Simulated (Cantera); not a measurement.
Input: 1 mol AlN, 1.3 mol HCl, 45 mol H2, a varied amount of H2O, held at 1225 K and 900 Pa.

These are equilibrium values from Cantera (NASA tables, ideal gas, pure condensed phases), not measurements of a reactor. Candidate condensed phases: Al, AlCl3, AlN, Al2O3, H2O, NH4Cl; 45 gas species. Mutual solubility and eutectic melting of coexisting phases are not modelled. The tables' values for AlCl2 are old estimates; treat these amounts as uncertain. Equilibrium is a limit: real reactors are often held back by kinetics, nucleation or transport.

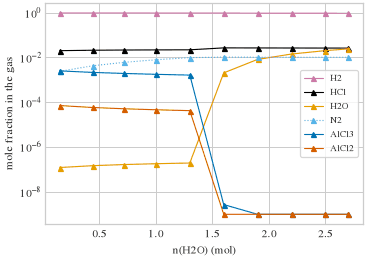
Figure. Equilibrium gas composition (values under 1e-9 drawn at 1e-9)

Problem. Read off the mole fractions at 1 mol H2O.

Solution. H2 about 0.97, HCl about 0.022, N2 about 0.0079, AlCl3 about 0.0018, AlCl2 about 4.6e-5, H2O about 1.8e-7.
